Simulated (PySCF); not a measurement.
## Electronic structure of CoS (quartet) in real space

```yaml
atoms:
  - { symbol: Co, position_ang: [0.0000, 0.0000, -0.6943] }
  - { symbol: S, position_ang: [0.0000, 0.0000, 1.2797] }
```

Method: PySCF, PBE0/def2-TZVPP, non-relativistic Hamiltonian with scalar-relativistic core potentials where named, at a bond length of 1.974 Å.

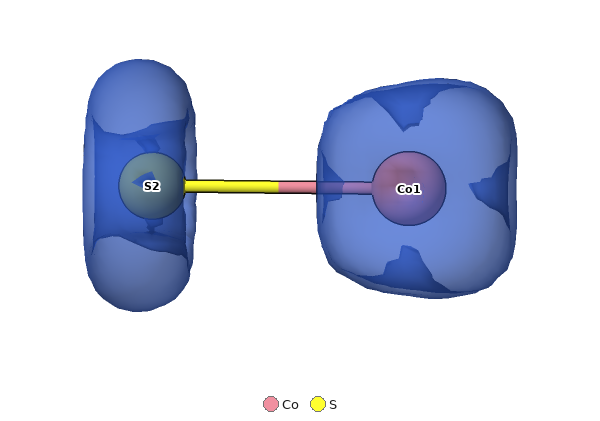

Figure 1. Isosurface of the spin density at +0.1 e/Å³ (blue), seen from one side.

### Describe the spin distribution.

The unpaired spin (3 electrons) lies mostly on Co1 (about 2.4) and S2 (about 0.6), in electrons by Hirshfeld's partition.

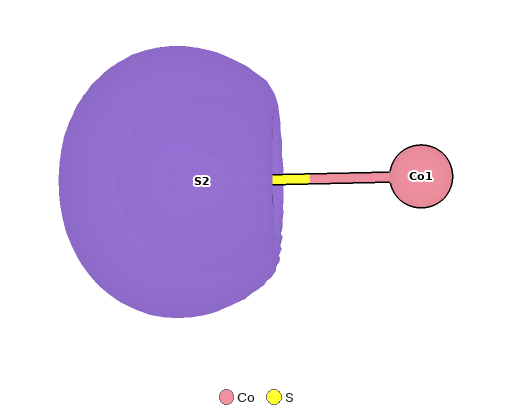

Figure 2. Isosurface of the ELF at 0.8 (purple), seen from one side. Only the valence region is drawn (cores and ρ < 0.01 e/Å³ removed).

### What do the ELF domains correspond to?

The surface consists of one ring or bowl of non-bonding electrons around S. Profiles from the grid: Co–S (1.97 Å): the ELF peaks at about 0.70 in the valence shell of S, 0.8 Å from its nucleus, and is about 0.40 at the midpoint.

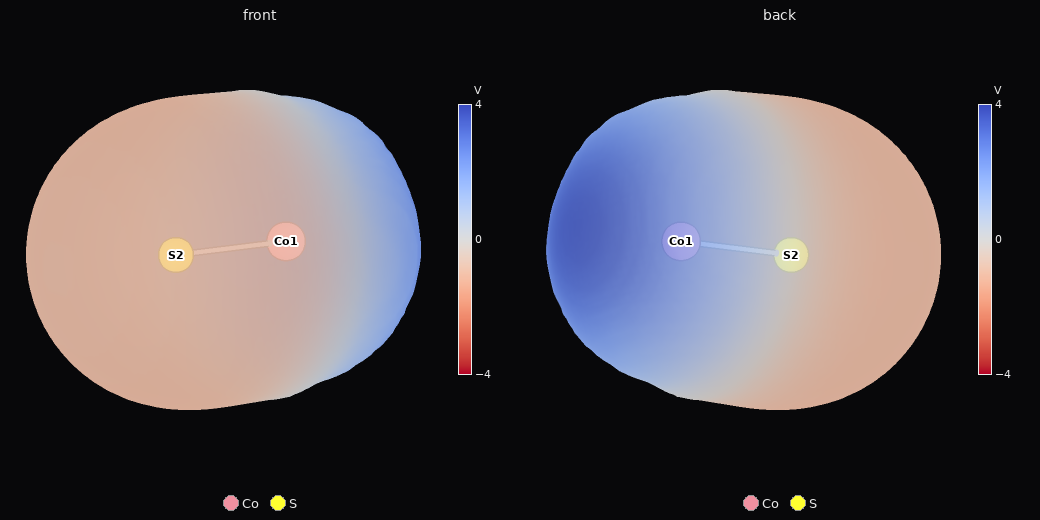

Figure 3. The molecular electrostatic potential painted on the density surface at 0.001 e/bohr³, seen from the front and from behind; the colour scale runs from red (negative) to blue (positive).

### Which sites attract a positive test charge, and which a negative one?

A positive charge is drawn to the negative regions and a negative charge to the positive ones. The most negative region (about −1.0 V) lies over S2, the most positive (about +3.7 V) over Co1.

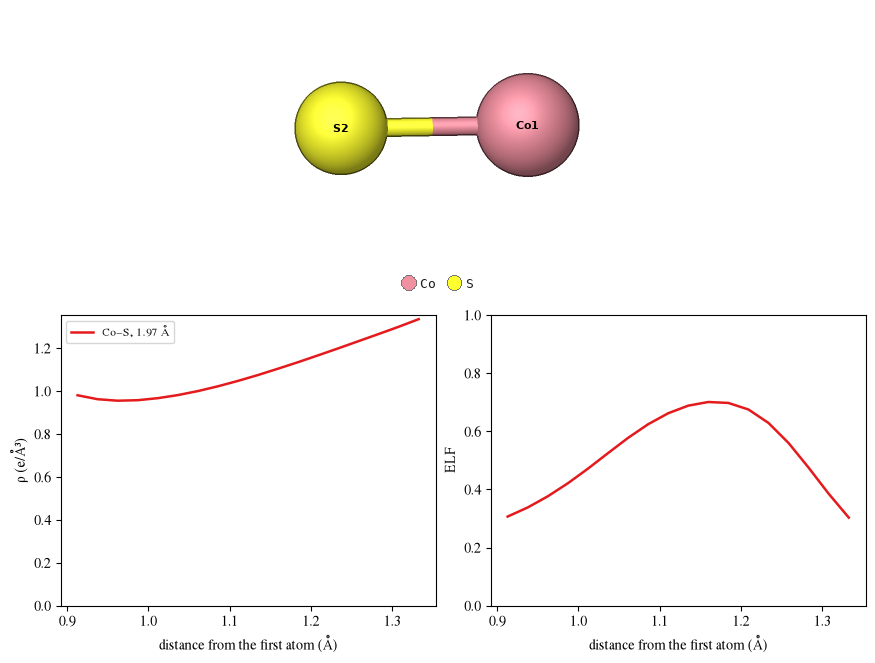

Figure 4. Total electron density and ELF along straight lines between neighbouring atoms. The curves leave out the atomic cores. The structure is drawn too.

### What can be read from the curves?

Co–S (1.97 Å): ρ is about 0.96 e/Å³ halfway; the ELF peaks at about 0.70 in the valence shell of S, 0.8 Å from its nucleus, and is about 0.40 at the midpoint.
